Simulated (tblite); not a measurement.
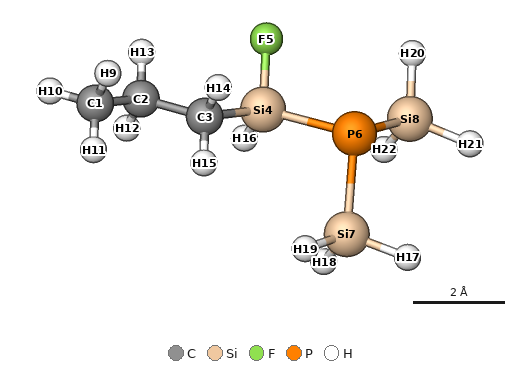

**Figure 1.** The structure as given in the input (ball-and-stick view, seen at a tilt; atoms are numbered from 1 in the order of the input).

Frequency calculation, with input and output: C3H14FPSi3

C3H14FPSi3, computed with GFN2-xTB harmonic vibrations, gas phase (tblite 0.8.0).

It belongs to a series of runs on one base structure; here: Si replaced by C.

## Input file
```
{"job": {"kind": "ir", "xc": "GFN2-xTB", "basis": "xTB"}, "charge": 0, "multiplicity": 1}
C      3.807571    -0.080372    -0.498841
C      2.420809    -0.644295    -0.784434
C      1.364244    -0.041219     0.136527
Si    -0.367448    -0.746716    -0.164553
F     -0.322861    -2.330352     0.161292
P     -1.818295     0.143873     1.260094
Si    -2.083823     2.163047     0.364238
Si    -3.677154    -0.921202     0.648602
H      4.103229    -0.298657     0.525067
H      4.544168    -0.516365    -1.169884
H      3.814501     0.999461    -0.634364
H      2.154849    -0.441732    -1.823734
H      2.433724    -1.727792    -0.655151
H      1.646929    -0.229505     1.175188
H      1.353668     1.043274     0.012293
H     -0.755939    -0.756028    -1.574914
H     -3.191967     2.793643     1.076971
H     -2.377609     2.130967    -1.072081
H     -0.840301     2.901749     0.579377
H     -3.537346    -2.308544     1.077184
H     -4.779102    -0.253673     1.340492
H     -3.902258    -0.860175    -0.799439
```

The first line tells a small driver script what to run in tblite; the rest is the geometry in Å.

Launched with:
```bash
OMP_NUM_THREADS=1 python <driver script> task.json out
```

## Log
```
mode    cm-1     km/mol
  1      20.7      0.45
  2      33.6      0.34
  3      53.6      0.29
  4      79.8      0.65
  5      80.8      0.99
  6      89.7      0.02
  7      98.5      0.28
  8     101.1      0.40
  9     122.3      0.49
 10     162.7      7.16
 11     218.7     10.62
 12     234.5      0.90
 13     236.3      1.43
 14     341.7      6.10
 15     436.7      4.86
 16     481.5      8.12
 17     483.4      5.65
 18     487.2     25.13
 19     533.1     81.59
 20     543.3     54.23
 21     570.1     68.66
 22     625.8    331.64
 23     656.7    190.26
 24     723.0      4.18
 25     744.5    694.48
 26     749.5     99.28
 27     753.3     10.60
 28     760.1    115.53
 29     772.4    213.32
 30     777.0    273.48
 31     786.4    274.31
 32     815.5    229.47
 33     841.2     38.72
 34     953.4      7.12
 35    1008.9     18.10
 36    1079.5     11.13
 37    1116.6     35.21
 38    1223.5      0.28
 39    1247.0     12.68
 40    1282.3      0.20
 41    1352.8     13.45
 42    1414.5      1.82
 43    1471.6      2.15
 44    1499.5      0.31
 45    1502.8      3.54
 46    1505.7      1.05
 47    2209.5      5.72
 48    2217.9    138.61
 49    2242.4    417.84
 50    2256.7    173.60
 51    2257.1    103.14
 52    2276.0    329.44
 53    2294.6    225.73
 54    2956.0     10.86
 55    2974.4     36.54
 56    2977.4     44.31
 57    2992.6     29.15
 58    3027.3     54.24
 59    3032.3     52.28
 60    3036.3     34.79
```

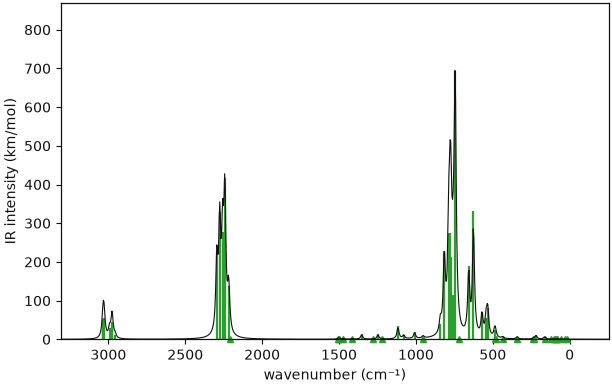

**Figure 2.** Harmonic infrared spectrum, unscaled: sticks (degenerate modes added up, dark ones marked on the axis) with a Lorentzian envelope of 16 cm⁻¹ full width, scaled to the tallest stick. 60 modes from 21 to 3036 cm⁻¹, none imaginary. The strongest line is at 744 cm⁻¹ (694 km/mol).

## Key numbers

| quantity | value |
| --- | --- |
| outcome | converged |
| total energy | −709.6812 eV |
| zero-point energy | 96.9580 kcal/mol |
| hardware | 1 CPU thread, shared host |
| wall time | 2.4 s |
| peak memory | 0.18 GiB |
